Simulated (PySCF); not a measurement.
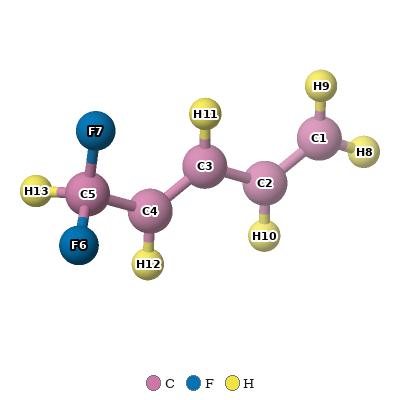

Structure of C₅H₆F₂, SMILES C=C/C=C/C(F)F.

GIAO shifts, PBE0/pcSseg-1, PySCF 2.14.0, at a GFN2-xTB geometry (no frequency check), against CFCl₃ for ¹⁹F and TMS for ¹³C computed at the same level (¹⁹F: this reference is a hard case for the method, so all values can be off together by tens of ppm, and differences between signals are safer). Gas phase, fully decoupled, line heights follow the number of nuclei, widths are arbitrary (no quadrupolar broadening); values of one conformer, averaged over nuclei that symmetry or rotation about single bonds exchange, these motions taken as fast; other conformers aren't averaged in.

**Predict the ¹⁹F spectrum.**

1 signal.


```tsv
δ (ppm)	nuclei	atoms
−143.1	2	F6, F7
```

**Predict the ¹³C spectrum.**

5 signals.


```
δ (ppm)  nuclei  atoms
  143.8       1     C2
  142.8       1     C3
  133.7       1     C4
  130.4       1     C1
  119.6       1     C5
```

The order of signals that lie close, as those under 2 ppm apart, is within the error of the method.

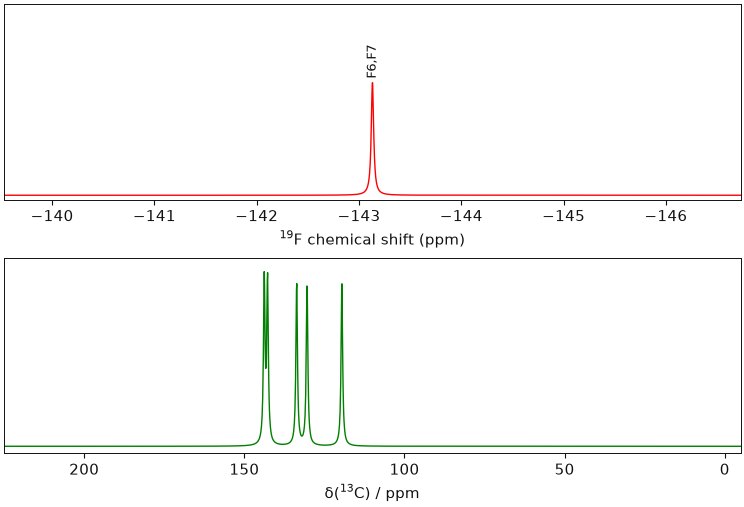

Known limits of this run: the tight-binding geometry is rougher than a DFT one and adds to the error.
